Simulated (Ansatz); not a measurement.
# C2H4OSi (SMILES OC#C[SiH3]) at HF/cc-pVDZ

Aim: the electronic atomisation energy of C2H4OSi at HF/cc-pVDZ, from 5 runs. 

The results are computed with Ansatz 0.2.0.

73 further runs of the same task are left out: 73 set aside as unsound or not needed. Runs told in other sessions of the task aren't counted.

**1. The molecule**

C2H4OSi: 8 atoms, total charge 0, spin state singlet. SMILES: `OC#C[SiH3]`. The shape is that of a PBE0-D4/def2-TZVP optimisation.

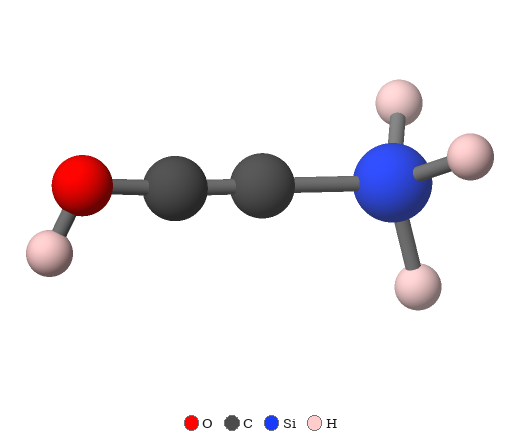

Viewed from a chosen angle; oxygen red, carbon dark grey, silicon blue, hydrogen pink.

**2. The energy at HF/cc-pVDZ**

run.yaml

```yaml
crystal:
  periodic: [false, false, false]
  atoms:
    - {symbol: O, position_ang: [2.579200, 0.927900, 0.488100]}
    - {symbol: C, position_ang: [1.380900, 0.489600, 0.263100]}
    - {symbol: C, position_ang: [0.263000, 0.053700, 0.119800]}
    - {symbol: Si, position_ang: [-1.409600, -0.594800, -0.108400]}
    - {symbol: H, position_ang: [2.920800, 1.394400, -0.284700]}
    - {symbol: H, position_ang: [-2.349500, 0.046300, 0.846200]}
    - {symbol: H, position_ang: [-1.863400, -0.311200, -1.494000]}
    - {symbol: H, position_ang: [-1.429300, -2.063000, 0.114200]}
basis:
  gaussian:
    orbitals: cc-pVDZ
hamiltonian:
  xc: hf
accuracy: high
output: {orbitals: {seedname: orbitals}}
```

On the command line:

```bash
$ ansatz run run.yaml --threads 1 --pin off --max-ram 2610MiB --events-out events.jsonl --progress --plain --runs-dir runs
```

The log of the run:

```text
Warning: RAYON_NUM_THREADS=1 ignored (pool sized by the plan → 1); use --threads N
Functional definition: HF
  name "HF"
  exchange = exact_x
  correlation = 0
1782 factors; integrals over basis functions are off by at most 3.8e-9 eV
mean field evaluation 1: about -12019.3240 eV, gradient 2.8e1 eV
mean field evaluation 2: about -12019.4711 eV, gradient 2.8e1 eV
mean field evaluation 4: about -12021.7380 eV, gradient 4.3e0 eV
mean field evaluation 8: about -12021.8041 eV, gradient 2.9e-1 eV
mean field evaluation 16: about -12021.8048 eV, gradient 1.2e-8 eV
mean field -12021.80475330 eV, -441.7931760119 hartree, gradient 1.2e-8 eV, S^2 0.000000; 0 other end points of the search recorded, 0 dependent functions left out
reference -12021.80475330 eV, -441.7931760119 hartree; 19, 19 occupied and 61, 61 virtual orbitals, 1782 factors
Total energy: -12021.80475330 eV, -441.7931760119 hartree
```

It took 1.9 s on 1 thread of Arm Neoverse V1, shared host; peak memory 0.2 GiB.

**3. The C atom at the same level**

in.yaml

```yaml
crystal:
  periodic: [false, false, false]
  atoms:
    - {symbol: C, position_ang: [0.000000, 0.000000, 0.000000]}
basis:
  gaussian: {orbitals: cc-pVDZ}
magnetization: {spin_polarized: true, initial_magnetization: 2}
hamiltonian: {xc: hf}
accuracy: high
```

On the command line:

```bash
$ ansatz run in.yaml --threads 1 --pin off --max-ram 2610MiB --events-out events.jsonl --progress --plain --runs-dir runs
```

The log of the run:

```text
Warning: RAYON_NUM_THREADS=1 ignored (pool sized by the plan → 1); use --threads N
[... 4 set-up lines as earlier in the session ...]
96 factors; integrals over basis functions are off by at most 1.3e-9 eV
mean field evaluation 1: about -1025.2062 eV, gradient 5.9e0 eV
mean field evaluation 2: about -1025.2078 eV, gradient 5.9e0 eV
mean field evaluation 4: about -1025.5029 eV, gradient 2.3e-1 eV
mean field evaluation 8: about -1025.5031 eV, gradient 1.1e-3 eV
mean field evaluation 16: about -1025.5026 eV, gradient 1.8e-1 eV
mean field -1025.50311696 eV, -37.6865444373 hartree, gradient 3.1e-8 eV, S^2 2.006315; 0 other end points of the search recorded, 0 dependent functions left out
reference -1025.50311696 eV, -37.6865444373 hartree; 4, 2 occupied and 10, 12 virtual orbitals, 96 factors
Total energy: -1025.50311696 eV, -37.6865444373 hartree
```

It took 0.06 s on 1 thread of Arm Neoverse V1, shared host.

**4. The H atom, same level**

job.yaml

```yaml
crystal:
  periodic: [false, false, false]
  atoms:
    - {symbol: H, position_ang: [0.000000, 0.000000, 0.000000]}
basis:
  gaussian:
    orbitals: cc-pVDZ
magnetization:
  spin_polarized: true
  initial_magnetization: 1
hamiltonian:
  xc: hf
accuracy: high
```

Run the same way, it converges to -0.49928 Eh (log not shown).

**5. The O atom, same level**

run.yaml

```yaml
crystal:
  periodic: [false, false, false]
  atoms:
    - {symbol: O, position_ang: [0.000000, 0.000000, 0.000000]}
basis:
  gaussian:
    orbitals: cc-pVDZ
magnetization:
  spin_polarized: true
  initial_magnetization: 2
hamiltonian:
  xc: hf
accuracy: high
```

Run the same way, it converges to -74.79217 Eh (log not shown).

**6. The Si atom at the same level**

molecule.yaml

```yaml
crystal:
  periodic: [false, false, false]
  atoms:
    - {symbol: Si, position_ang: [0.000000, 0.000000, 0.000000]}
basis:
  gaussian: {orbitals: cc-pVDZ}
magnetization: {spin_polarized: true, initial_magnetization: 2}
hamiltonian: {xc: hf}
accuracy: high
```

Run the same way, it converges to -288.85008 Eh (log not shown).

**7. Results**

At HF/cc-pVDZ:

| quantity | value |
| --- | --- |
| molecule: total energy | -441.79318 Eh |
| molecule: HOMO energy | -10.07 eV |
| molecule: LUMO energy | 3.96 eV |
| molecule: HOMO–LUMO gap | 14.03 eV |
| C atom: total energy | -37.68654 Eh |
| C atom: ⟨S²⟩ | 2.006 |
| H atom: total energy | -0.49928 Eh |
| H atom: ⟨S²⟩ | 0.750 |
| O atom: total energy | -74.79217 Eh |
| O atom: ⟨S²⟩ | 2.004 |
| Si atom: total energy | -288.85008 Eh |
| Si atom: ⟨S²⟩ | 2.011 |
| electronic atomisation energy | 21.245 eV |

Taking the molecule apart into free atoms costs 21.24 eV (2050 kJ/mol), before zero-point energy and without spin-orbit coupling. Hartree–Fock lacks the correlation of the bonding pairs, which as a rule makes this value much too low; in minimal bases other errors can mask that.
